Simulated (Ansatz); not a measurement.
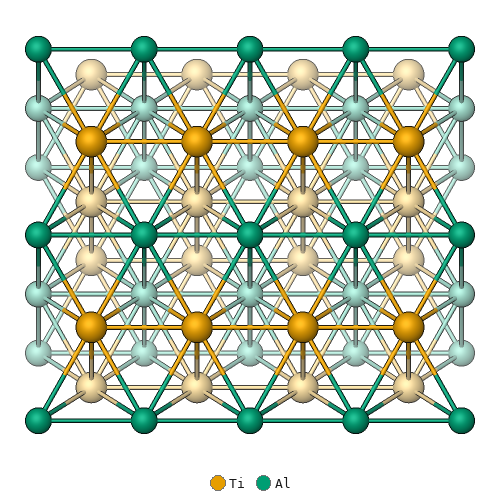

The system is N₂ on a TiAl(101) slab cut from the P4/mmm phase, its upper half relaxed before the scan (12 atoms of substrate and one adsorbate in a 2 × 1 cell); the picture shows it without the atoms that are moved over the map. N2 is moved over the surface cell at a fixed height above a rigid substrate; the origin of the map has the adsorbate above Al11; the height is held at 3.60 Å. Places are given modulo a cell vector. The map is drawn in real space over the plane of the surface. The scan uses a 4 × 4 grid; 12 points were computed and 4 follow by symmetry. Places are given in fractions of the 1 × 1 surface cell. Energies: meV, counted from the lowest grid point. At a fixed height the lowest place need not be the adsorption site. Computed with DFT PBE+D3(BJ), scalar-relativistic, plane waves, PAW (Ansatz 0.2.0). Settings: cutoff 420 eV, k-mesh 5×6×1, gaussian smearing 0.1 eV, no spin polarisation.

Range: position of N13 along the first surface vector from 0.00 to 0.75; position of N13 along the second surface vector from 0.00 to 0.75.

### Predict the map.

The lowest grid point is at the top site over a surface Ti atom, (2/4, 2/4) of the cell vectors. The highest grid point, the top site over a surface Al atom, (0/4, 0/4) of the cell vectors, lies 61.4 meV above the lowest.

```tsv
second ↓, first →	0/4	1/4	2/4	3/4
3/4	49.5	43.0	36.6	43.0
2/4	19.6	9.8	0.0	9.8
1/4	43.2	36.7	30.3	36.7
0/4	61.4	58.8	56.3	58.8
```

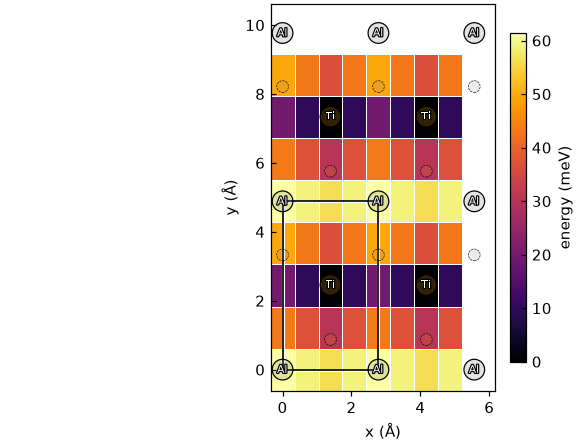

Drawn: one coloured cell a grid point, labelled circles for the atoms of the top layer and small ones for the second layer, the outline of one cell of the 2 × 2 shown.

The whole map (12 points run) took 6.6 min on 4 threads of Arm Neoverse N1, with other jobs on the host.

PAW datasets: the set soft_1.
